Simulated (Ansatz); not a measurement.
C2H3ClSi (SMILES ClC1=C[SiH2]1)

```yaml
atoms:
  - { symbol: Cl, position_ang: [-1.1692, -2.2933, 0.4115] }
  - { symbol: C, position_ang: [-0.3580, -0.8199, 0.1632] }
  - { symbol: C, position_ang: [0.8368, -0.3300, 0.4667] }
  - { symbol: Si, position_ang: [-0.1859, 0.8716, -0.4389] }
  - { symbol: H, position_ang: [1.7275, -0.6738, 0.9756] }
  - { symbol: H, position_ang: [-0.8378, 2.0113, 0.2488] }
  - { symbol: H, position_ang: [0.0478, 1.1662, -1.8726] }
```

Geometry: PBE0-D4/def2-TZVP.

Theory: RKS PBE0-D4/def2-TZVPP (Ansatz).

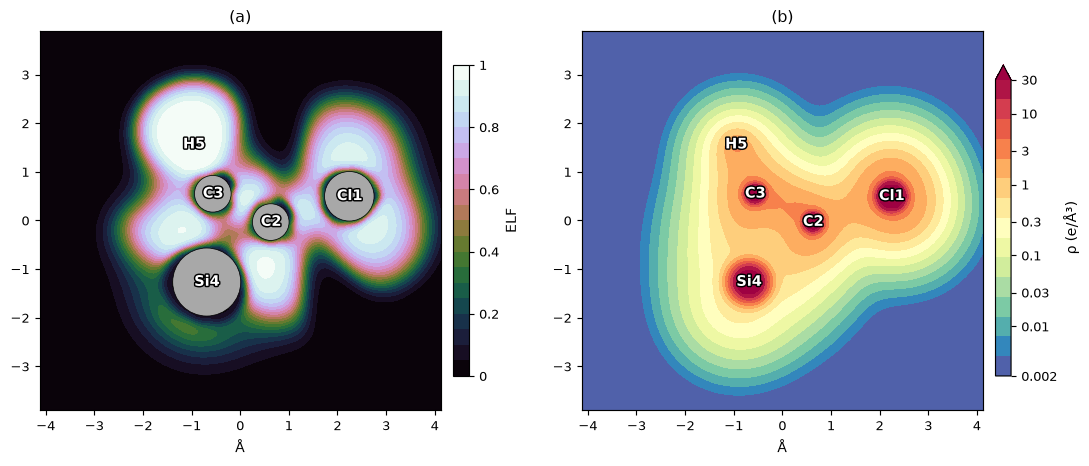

Figure 1. (a) ELF; (b) total electron density on the plane of atoms C2, C3 and H5. Grey discs cover the atomic cores in the ELF map.

Read the bonding off the picture.

Answer.
- The section cuts through Cl, C, Si and H sites.
- C–C (1.33 Å): ρ at the midpoint is about 2.3 e/Å³; the ELF peaks at about 0.90 between the atoms: a short, multiple covalent bond.
- C–Cl (1.70 Å): ρ is about 1.5 e/Å³ halfway; the ELF peaks at about 0.90 between the atoms (localised, covalent bonding).
- C–Si (1.80 Å): ρ at the midpoint is about 0.9 e/Å³; the ELF peaks at about 0.75 between the atoms: localised, covalent bonding.
- C–H (1.08 Å): ρ at the midpoint is about 2 e/Å³; the ELF climbs to about 1 towards the hydrogen, as it does in any bond to H (an ordinary covalent bond to hydrogen).
- The ELF also peaks beside Cl1, away from the bonds: lone-pair regions.

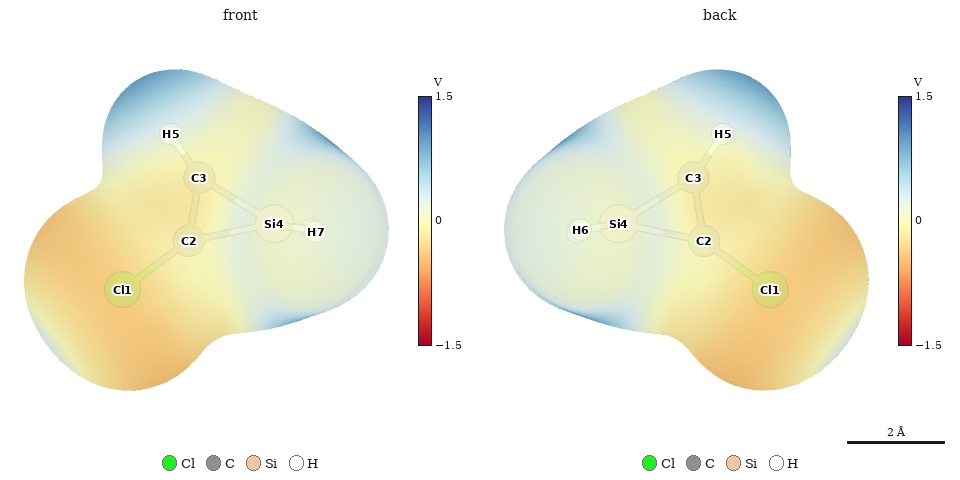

Figure 2. The molecular electrostatic potential painted on the density surface at 0.001 e/bohr³, seen from the front and from behind; red is negative and blue positive.

Describe the electrostatic potential map.

Answer. The most negative region (about −0.5 V, or −12 kcal/mol for a unit charge) lies over Cl1, the most positive (about +1.0 V, or +23 kcal/mol for a unit charge) over Si4. Cl1 shows a σ-hole: about +0.3 V, or +7 kcal/mol for a unit charge at the tip opposite its bond, against about −0.4 V, or −9 kcal/mol for a unit charge on its flanks.

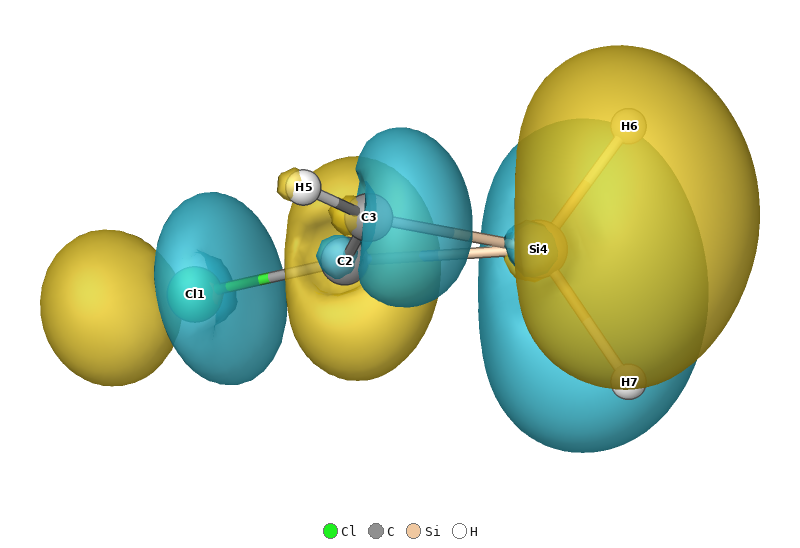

Figure 3. The LUMO at ±0.1 Å⁻³ᐟ² (yellow and cyan are the two phases), seen from one side.

What is the character of this orbital?

Answer. Its weight (Hirshfeld) is mainly on Si4 (about 55 %), Cl1 (about 10 %), C2 (about 10 %), C3 (about 5 %), H6 (about 5 %) and H7 (about 5 %). Its energy is −0.51 eV.

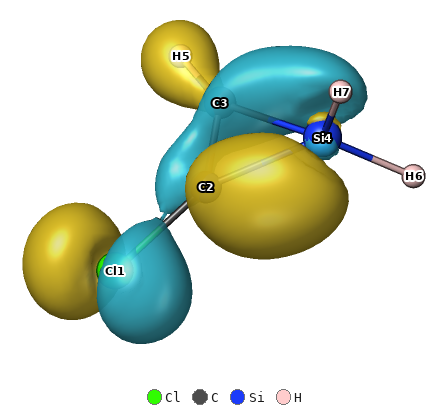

Figure 4. One frontier orbital at ±0.15 Å⁻³ᐟ² (yellow and cyan are the two phases), seen at a tilt.

Which orbital is it: HOMO or LUMO?

Answer. The HOMO, at −7.80 eV. By Hirshfeld shares it lies mainly on Cl1 (about 30 %), Si4 (about 25 %), C2 (about 25 %) and C3 (about 15 %).
